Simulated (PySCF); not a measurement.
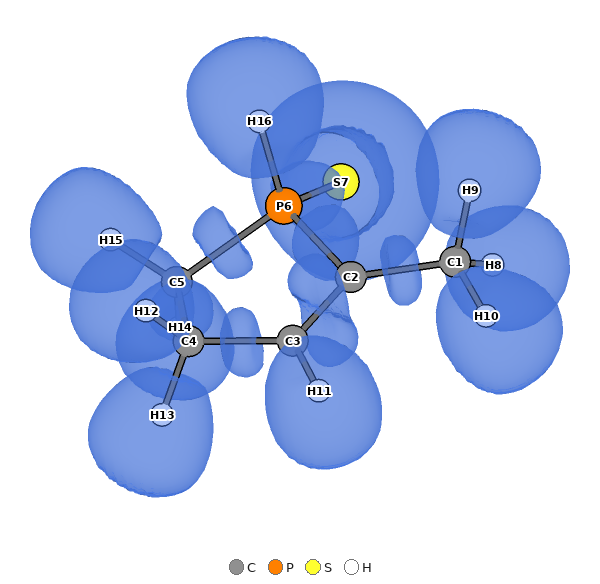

Figure. C5H9PS. Isosurface of the electron localisation function at 0.8 (blue), seen at an oblique angle. Core shells and regions of very low density are left out.

Geometry: PBE0-D3(BJ)/def2-SVP.

Level of theory: PySCF 2.14.0, B3LYP/def2-SVPD, SCF density, gas phase.

```xyz
16

C     2.2585   -0.5123    0.0835
C     0.7864   -0.3045    0.0487
C    -0.1823   -1.1877   -0.2327
C    -1.6120   -0.7202   -0.1957
C    -1.6184    0.8137   -0.1730
P     0.0575    1.3324    0.3797
S     0.8944    2.8959   -0.4155
H     2.7545    0.2299   -0.5624
H     2.6571   -0.3612    1.1007
H     2.5338   -1.5227   -0.2503
H     0.0402   -2.2365   -0.4616
H    -2.1073   -1.1302    0.7030
H    -2.1811   -1.1127   -1.0542
H    -1.7141    1.2341   -1.1861
H    -2.4079    1.2546    0.4511
H    -0.0384    1.3759    1.8053
```

> What do the ELF domains correspond to?

The surface consists of four regions between bonded C–C atoms (shared pairs), two regions between bonded C–P atoms (shared pairs), one region between bonded P–S atoms (shared pairs), nine regions around hydrogen nuclei and one ring or bowl of non-bonding electrons around S.

Values along the shortest contacts:
C–C (1.34 Å): the ELF peaks at about 0.90 between the atoms (a short, multiple covalent bond). C–P (1.82 Å): the ELF peaks at about 0.95 between the atoms, as expected for a covalent bond.
